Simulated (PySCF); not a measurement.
C5H8O2SSi

```xyz
17

O    -4.6136    0.8377    0.0202
C    -3.4143    0.7339    0.0169
Si   -2.5140   -0.9247   -0.2745
O    -0.9768   -0.4275   -0.1210
C     0.1965   -1.1043   -0.2181
C     1.3564   -0.4883   -0.0347
C     1.7368    0.9241    0.2908
C     3.2438    0.6473    0.2933
S     2.9951   -1.1310   -0.1055
H    -2.7918    1.6400    0.1902
H    -2.8841   -1.9106    0.7408
H    -2.7962   -1.4491   -1.6109
H     0.1402   -2.1580   -0.4501
H     1.3491    1.2591    1.2539
H     1.4210    1.6379   -0.4713
H     3.8091    1.1527   -0.4854
H     3.7356    0.7728    1.2544
```

Geometry: GFN2-xTB.

Computed with PySCF 2.14.0, PBE0/pcSseg-1, SCF density, gas phase, non-relativistic.

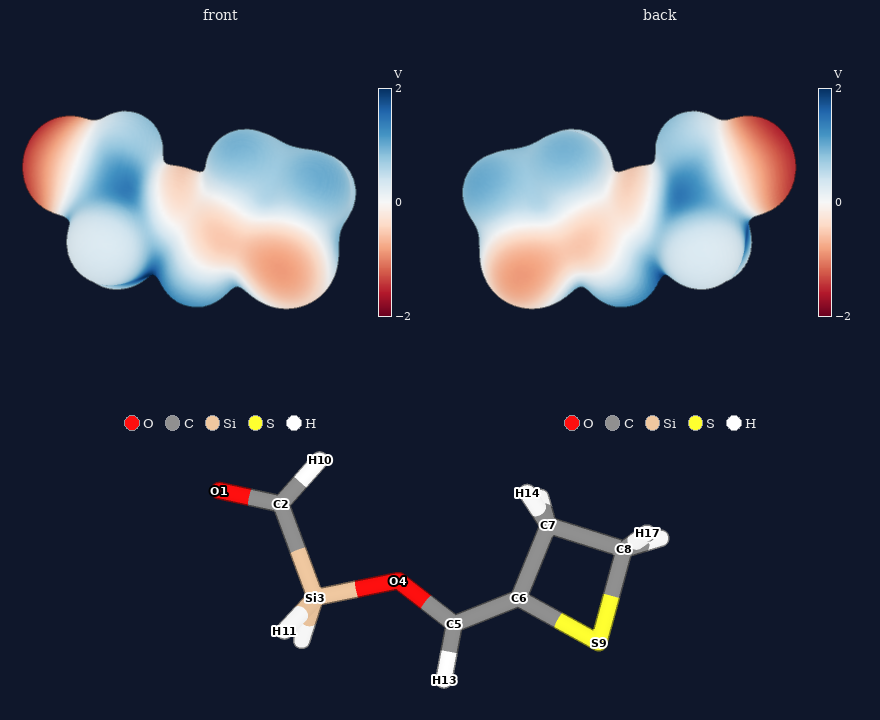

Figure 1. The electrostatic potential painted on the density surface at 0.002 e/bohr³, seen from the front and from behind; red is negative and blue positive. The bare structure is drawn below in the same view.

Question: Describe the electrostatic potential map.

Answer: The most negative region (about −1.5 V) lies over O1, the most positive (about +1.8 V) over Si3. O1 is the likeliest acceptor of a hydrogen bond.

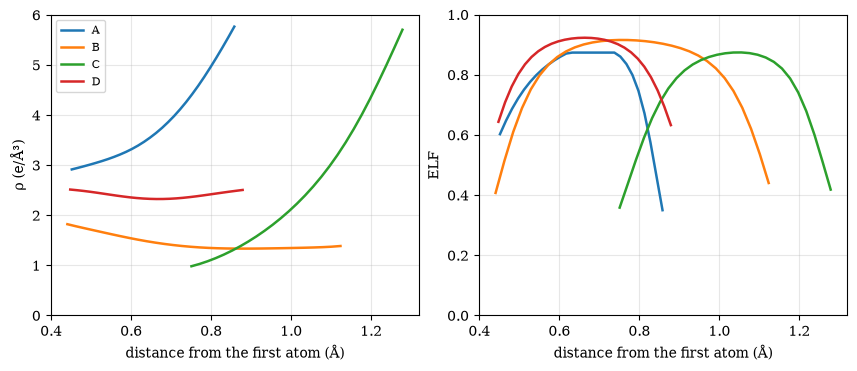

Figure 2. Total electron density and ELF along straight lines between neighbouring atoms. The curves leave out the atomic cores.

Question: Which curve belongs to which contact (C–C, C–O, C–S and Si–O)? The first atom named is at distance zero.

Answer: Curve A: C–O (1.20 Å): ρ at the midpoint is about 3.3 e/Å³; the ELF peaks at about 0.85 between the atoms (a short, multiple covalent bond). Curve B: C–S (1.76 Å): the density is about 1.3 e/Å³ at the midpoint; the ELF peaks at about 0.90 between the atoms, as expected for a shared electron pair. Curve C: Si–O (1.62 Å): ρ at the midpoint is about 1.1 e/Å³; the ELF peaks at about 0.85 between the atoms; a short, strongly polar bond. Curve D: C–C (1.33 Å): the density is about 2.3 e/Å³ at the midpoint; the ELF peaks at about 0.90 between the atoms; a short, multiple covalent bond.
